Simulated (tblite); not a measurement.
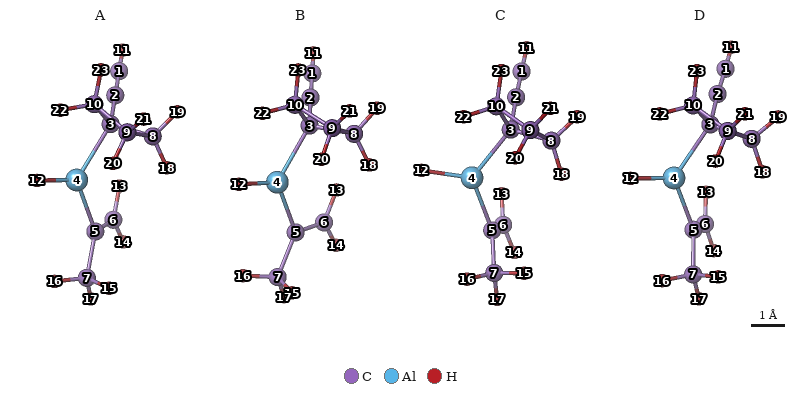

4 geometries from one relaxation of C9H13Al, in shuffled order. Style: ball-and-stick. Shown from a free direction.

Computed with tblite 0.8.0, GFN2-xTB geometry optimisation, gas phase. 

### Put them in the order of the run, from the start to the converged end.

C, D, A, B. They are steps 0, 41, 97, 181, at +14.2 kcal/mol, +1.99 kcal/mol, +0.60 kcal/mol relative to the last. H13 moves most after the best rigid fit: 1.42 Å. By element the largest moves are H 1.42 Å, C 0.83 Å, Al 0.41 Å. Some distances before and after: C3–Al4 1.968 → 2.029 Å, C3–C8 1.507 → 1.557 Å, Al4–H12 1.591 → 1.555 Å, C10–H23 1.123 → 1.089 Å. Among the angles between lasting bonds that change: Al4–C3–C8 116.5° → 107.1°, Al4–C3–C10 111.4° → 102.3°, H20–C9–H21 117.4° → 109.2°. Groups turn about Al4–C5 by about 65°, C3–Al4 by about 20°. Over 181 geometry steps the energy falls by 14.2 kcal/mol.
